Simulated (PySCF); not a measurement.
# C8H8O, SMILES `Oc1ccc(C=C)cc1`: electronic structure

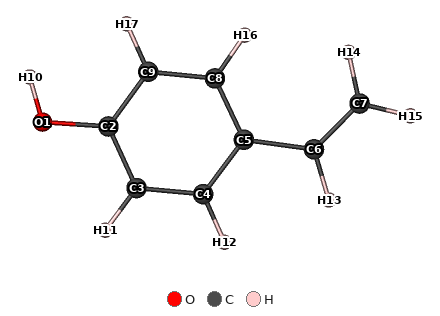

The molecule, with its atoms numbered as below. No frequency check shows the geometry to be a minimum.

Geometry (Å), atoms numbered from 1:

```
O1      -3.1544    0.1735    0.0021
C2      -1.7983    0.0703    0.0009
C3      -1.2297   -1.2000    0.0025
C4       0.1411   -1.3388    0.0002
C5       0.9890   -0.2280   -0.0028
C6       2.4301   -0.4390   -0.0050
C7       3.3746    0.4945    0.0071
C8       0.4024    1.0374   -0.0043
C9      -0.9694    1.1869   -0.0025
H10     -3.4118    1.1034    0.0015
H11     -1.8805   -2.0599    0.0055
H12      0.5704   -2.3306    0.0021
H13      2.7278   -1.4809   -0.0174
H14      3.1553    1.5484    0.0214
H15      4.4188    0.2328    0.0045
H16      1.0222    1.9203   -0.0080
H17     -1.4062    2.1778   -0.0033
```

Part 1: In an electric field

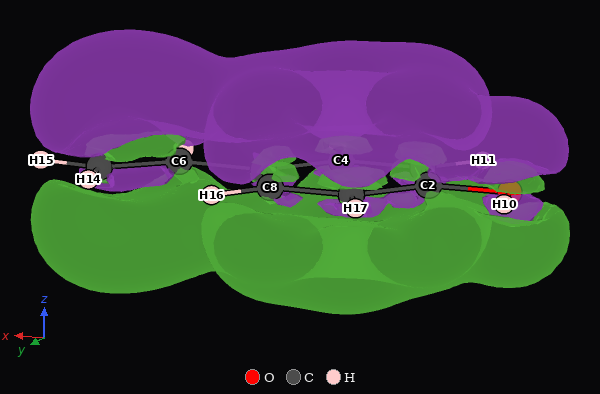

Change of the electron density in a uniform field of 0.51 V/Å, surfaces at ±0.0015 e/Å³ (purple: gain, green: loss).

Level of theory: HF/6-31+G* (PySCF), at a geometry from GFN2-xTB. The basis has diffuse s and p functions alone, which still leaves polarisabilities too small, most of all across bonds.

The field was applied in both directions; the picture shows the one opposite to the script's first.

Q: Along which Cartesian direction does the field point?

A: Along −z: electrons gather on the +z side, against the field.

Q: How large is the response?

A: The induced dipole is 1.36 D (along the field); α along this axis, from the fields in both directions, is 53 bohr³ (7.9 Å³).

Part 2: Removing or adding an electron

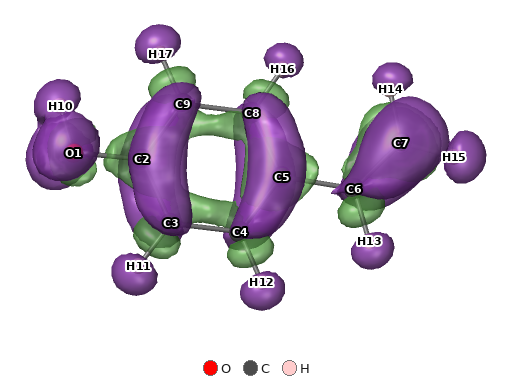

Fukui function f⁻ = ρ(N) − ρ(N−1) at fixed geometry, surfaces at ±0.015 e/Å³ (purple positive, green negative).

PySCF calculation, B3LYP/6-31+G*, gas phase; geometry: GFN2-xTB.

Q: Which atoms respond most to the removal of an electron?

A: f⁻ (Hirshfeld-condensed) is largest on C7 (0.14), O1 (0.10) and C2 (0.08); the vertical ionisation energy is 7.75 eV (the stability of the cation's solution wasn't checked). Condensed values hint at sites of electrophilic attack but needn't mark the atom that reacts. Shares this close don't rank the sites. Orbital relaxation makes it negative in places (0.20 e in all).

Part 3: Magnetic shielding

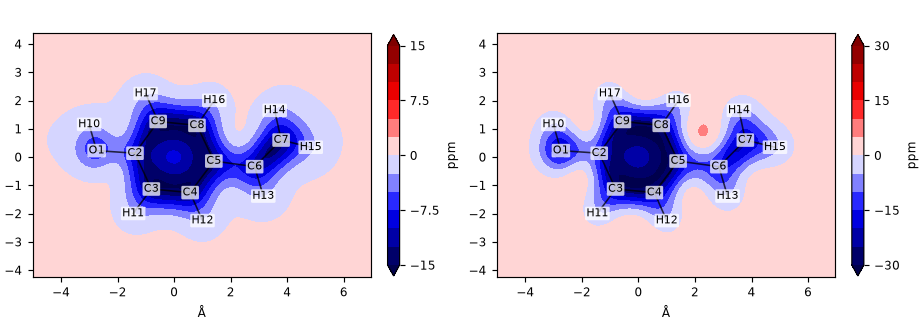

Isotropic NICS 1.0 Å above the plane of the 6-membered ring C2/C3/C4/C5/C8/C9 (left) and NICSzz (the component normal to the ring) 1.0 Å above the plane of the same ring (right); GIAO shieldings; atoms are projected onto the map; negative values mean shielding.

Level of theory: PBE/6-31G* (PySCF), at a geometry from GFN2-xTB.

Q: Classify the ring and give its NICS values.

A: It is strongly diatropic (aromatic): NICS(0) = −8.6, NICS(1) = −9.6, NICS(1)zz = −22.9 ppm.
